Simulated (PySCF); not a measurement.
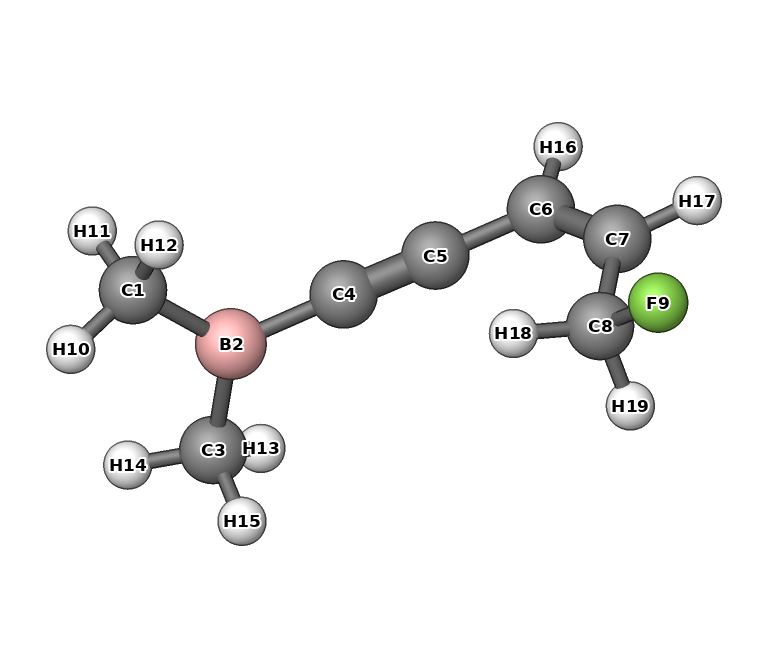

The thickness of each stick grows with its Mayer bond order. The geometry was computed by an optimisation with GFN2-xTB. No frequency run is at hand to confirm it as a minimum. Computed with PBE0/pcSseg-1 (PySCF 2.14.0).

### Which bond between heavy atoms has the highest Mayer bond order?

C4–C5, 2.34, at a length of 1.215 Å.

### Which bond between heavy atoms has the lowest Mayer bond order?

C8–F9, 0.88, at 1.376 Å.

List the Mayer bond orders of C1–B2, B2–C3, B2–C4, C4–C5, C5–C6, C6–C7, C7–C8, C8–F9 (bonds between heavy atoms, one of each equivalent set).

| bond | Mayer order | length (Å) |
| --- | --- | --- |
| C1–B2 | 1.04 | 1.578 |
| B2–C3 | 1.03 | 1.579 |
| B2–C4 | 1.07 | 1.503 |
| C4–C5 | 2.34 | 1.215 |
| C5–C6 | 1.15 | 1.406 |
| C6–C7 | 1.83 | 1.333 |
| C7–C8 | 1.05 | 1.493 |
| C8–F9 | 0.88 | 1.376 |

The geometry is semi-empirical. Around B such bond lengths and angles can be off by a tenth of an ångström or more and by several degrees, and values that hang on the shape move with them.
